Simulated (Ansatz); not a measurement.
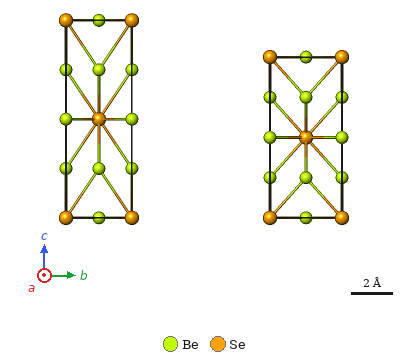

Two geometries of crystalline Be₃Se (built on the TiAl3 (D0_22)_139 type), drawn at one scale. One is the start of a relaxation, the other its converged end. Style: ball-and-stick. Shown: the conventional cell (2 times the calculation's cell), along the a axis. Lengths and directions refer to the drawn axes.

All numbers below come from Ansatz 0.2.0, DFT PBE, scalar-relativistic, plane waves, PAW. (plane-wave cutoff 420 eV; k-point mesh 18 × 18 × 18; occupations gaussian; smearing width 0.1 eV; no spin polarisation; cell and atoms relaxed; force threshold 0.01 eV/Å; at most 80 steps)

**Which one is relaxed?**

The left one is the relaxed one. Case: TiAl3 (D0_22) type (I4/mmm, No. 139). No atom moves by more than 0.005 Å relative to the cell. Cell: a = b 3.529 → 3.231 Å (−8.4 %), c 7.883 → 9.680 Å (+22.8 %). Volume +3.0 %. Among the contacts that change: Be–Se 2.645 → 2.910 Å, Be–Se 2.495 → 2.285 Å. The space group stays I4/mmm (No. 139). The energy falls by 40.2 meV per atom in 11 accepted moves (13 points after the start). All forces vanish by symmetry, so only the cell relaxes. Pressure: −3.91 GPa at the start and −0.02 GPa at the end. The SCF was repeated twice at an unchanged geometry on a basis and grid sized afresh for the cell, which shifted the energy by 1.5 meV per atom at most.
